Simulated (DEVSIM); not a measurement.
Structure: Si p+/n-/n+ power diode, at 300 K.

```
layer (left to right)  material  thickness (μm)  Nd (cm⁻³)  Na (cm⁻³)  τn (s)  τp (s)
---------------------  --------  --------------  ---------  ---------  ------  ------
1                            Si            1.10          -     5.4e18  7.4e-7  7.4e-7
2                            Si            22.0       6e14          -  7.4e-7  7.4e-7
3                            Si            6.00     2.4e18          -  7.4e-7  7.4e-7
```

Left contact: ohmic. Right contact: ohmic. Voltage is applied to the left contact. Recombination: SRH at mid-gap, radiative. Gap narrowing is on: ΔEg = 6.92 meV × (l + √(l² + 0.5)), l = ln(N/1.3e17 cm⁻³), shared equally by both band edges. Mobility is μmin + (μ − μmin)/(1 + (N/Nref)^α).

The device is made up for the run: typed textbook-type constants, with dimensions and the other settings drawn at random. Values at 300 K.

```
parameter           Si
-------------  -------
gap (eV)         1.124
affinity (eV)     4.05
permittivity      11.7
Nc (cm⁻³)      2.86e19
Nv (cm⁻³)       3.1e19
μn (cm²/Vs)       1417
μp (cm²/Vs)        470
μn,min              52
μp,min              45
Nref,n          9.7e16
Nref,p          2.2e17
αn                0.68
αp                0.72
B (cm³/s)      4.7e-15
```

Simulated with DEVSIM: 1D drift-diffusion, Boltzmann statistics, complete ionisation; no tunnelling, impact ionisation, image-force lowering or self-heating.

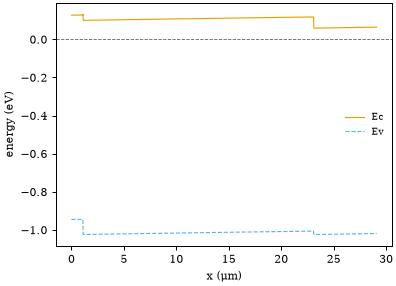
Fig. 1. Band edges at 0.9 V on the left contact

Energies count from the Fermi level of the right contact; mesh points crowd at the junctions.

| x (μm) | Ec (eV) | Ev (eV) | n (cm⁻³) | p (cm⁻³) | field (V/cm) |
|---|---|---|---|---|---|
| 0.000 | 0.127 | -0.945 | 160 | 5.4e18 | ≈ 0 |
| 0.05910 | 0.127 | -0.945 | 4.7e15 | 5.4e18 | ≈ 0 |
| 0.2463 | 0.127 | -0.945 | 1.9e16 | 5.4e18 | ≈ 0 |
| 0.7506 | 0.127 | -0.945 | 5.9e16 | 5.5e18 | ≈ 0 |
| 1.050 | 0.127 | -0.945 | 8.2e16 | 5.5e18 | ≈ 0 |
| 1.101 | 0.132 | -0.992 | 7.3e16 | 8.7e17 | -60000 |
| 1.165 | 0.100 | -1.024 | 2.5e17 | 2.5e17 | ≈ 0 |
| 1.546 | 0.100 | -1.024 | 2.5e17 | 2.5e17 | ≈ 0 |
| 2.672 | 0.101 | -1.023 | 2.5e17 | 2.5e17 | ≈ 0 |
| 6.720 | 0.104 | -1.019 | 2.5e17 | 2.5e17 | ≈ 0 |
| 16.63 | 0.112 | -1.011 | 2.5e17 | 2.5e17 | ≈ 0 |
| 21.90 | 0.116 | -1.007 | 2.6e17 | 2.6e17 | ≈ 0 |
| 22.78 | 0.117 | -1.007 | 2.6e17 | 2.6e17 | ≈ 0 |
| 23.03 | 0.117 | -1.006 | 2.6e17 | 2.6e17 | ≈ 0 |
| 23.11 | 0.060 | -1.023 | 2.4e18 | 1.4e17 | -5800 |
| 23.18 | 0.059 | -1.024 | 2.5e18 | 1.3e17 | ≈ 0 |
| 23.44 | 0.059 | -1.024 | 2.5e18 | 1.2e17 | ≈ 0 |
| 24.30 | 0.060 | -1.023 | 2.5e18 | 1.0e17 | ≈ 0 |
| 27.66 | 0.063 | -1.020 | 2.4e18 | 3.3e16 | ≈ 0 |
| 28.71 | 0.064 | -1.019 | 2.4e18 | 9.0e15 | ≈ 0 |
| 29.00 | 0.064 | -1.019 | 2.4e18 | 2.3e15 | ≈ 0 |
| 29.10 | 0.064 | -1.019 | 2.4e18 | 240 | ≈ 0 |
